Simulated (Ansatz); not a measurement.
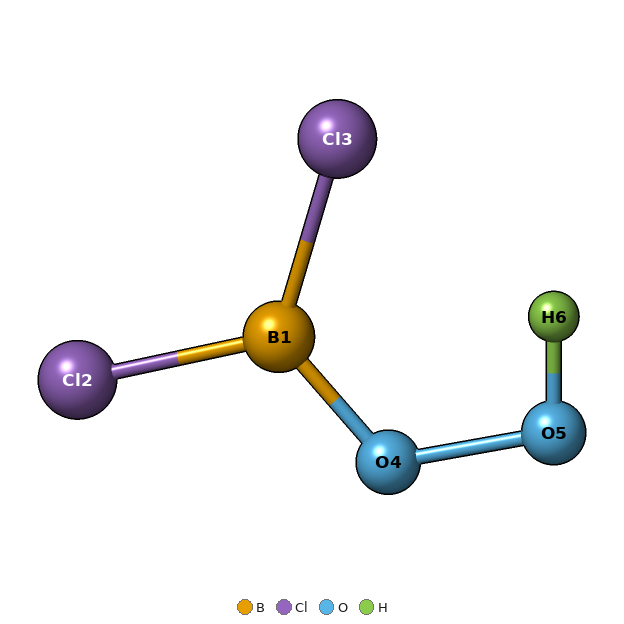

Sticks follow a distance rule. Harmonic vibrations computed with RKS PBE0-D4/def2-TZVP (Ansatz 0.2.0) at a stationary point of the same level.

Q: Minimum or transition state?

A: A minimum: no imaginary frequency, and the lowest mode lies at 169 cm⁻¹.

Q: How many vibrational modes are there, and where do they lie?

A: 12 modes: 169, 229, 236, 256, 439, 503, 577, 963, 1036, 1371, 1485, 3652 cm⁻¹.
